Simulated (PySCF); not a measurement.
# ClH₃Si, SMILES `Cl[SiH3]`: electronic structure

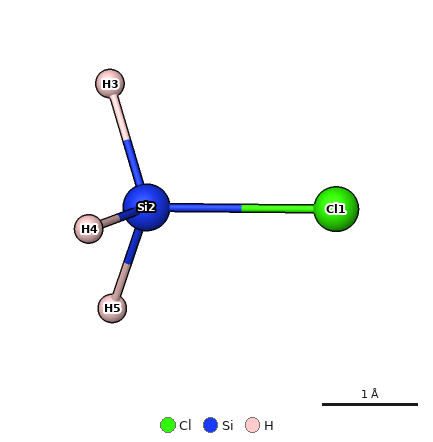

The molecule, with its atoms numbered as below. No frequency check shows the geometry to be a minimum.

Geometry (Å), atoms numbered from 1:

```
Cl1     -1.0452    0.0000    0.0000
Si2      0.9650   -0.0000    0.0001
H3       1.4193   -1.2584   -0.5812
H4       1.4206    0.1260    1.3789
H5       1.4192    1.1326   -0.7992
```

## 1. Bonding charge

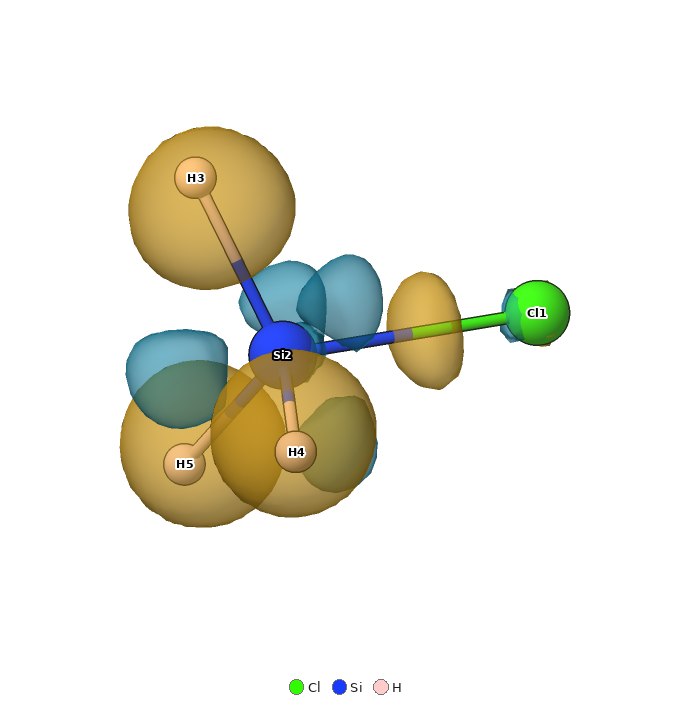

Deformation density (molecule less spherical, spin-averaged free atoms at the same positions), surfaces at ±0.1 e/Å³; yellow: gain, teal: loss.

Method: B3LYP/def2-SVPD; geometry: GFN2-xTB; program: PySCF.

Question: Describe the bonding that the map shows.

Answer: Si2–H4, Si2–H3 and Si2–H5: +0.19 e/Å³ at the bond critical point (bond length 1.46 Å). Cl1–Si2: +0.03 e/Å³ at the bond critical point (bond length 2.01 Å); up to 0.6 Å beside the axis the gain reaches +0.19 e/Å³. In all, 1.2 electrons gather in the regions of gain relative to the promolecule. A small or negative value marks a very polar bond, one between electron-rich atoms, whose free-atom densities already overlap strongly, a long bond to a heavier atom, or a closed-shell contact such as a hydrogen bond.

Question: Where do the Hirshfeld charges lie?

Answer: The highest Hirshfeld charge is on Si2 (+0.35 e), the lowest on Cl1 (−0.13 e).

| atom | charge (e) |
| --- | --- |
| Cl1 | −0.13 |
| Si2 | +0.35 |
| H3 | −0.07 |
| H4 | −0.07 |
| H5 | −0.07 |

## 2. Local ionisation energy

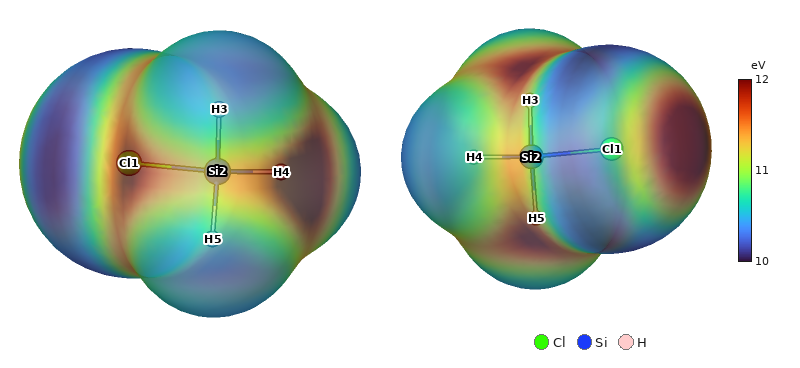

Average local ionisation energy on the surface of electron density 0.001 a.u. (back view left, front view right).

Question: Locate the minima of the map.

Answer: The lowest value is 10.1 eV, 2.1 Å from Cl1, and at like points elsewhere. Further minima include 10.4 eV, 1.5 Å from H5, and at like points elsewhere. For comparison, the highest occupied orbital lies at −8.8 eV.

## 3. In an electric field

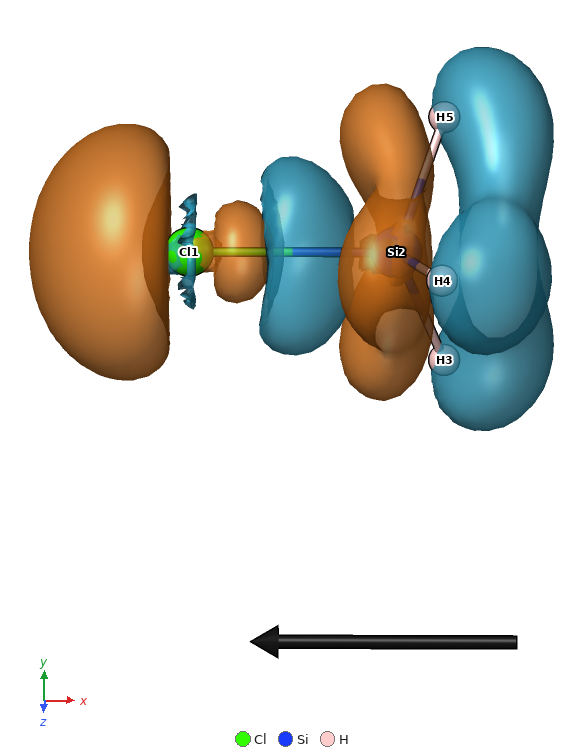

Change of the electron density in a uniform field of 0.21 V/Å along −x (arrow), surfaces at ±0.0015 e/Å³ (light blue: gain, orange: loss).

PySCF calculation, B3LYP/def2-SVPD, gas phase; geometry: GFN2-xTB.

The field was applied in both directions; the picture shows the one opposite to the script's first.

Question: How large is the response?

Answer: The induced dipole is 0.49 D (along the field); α along this axis, from the fields in both directions, is 48 bohr³ (7.1 Å³).
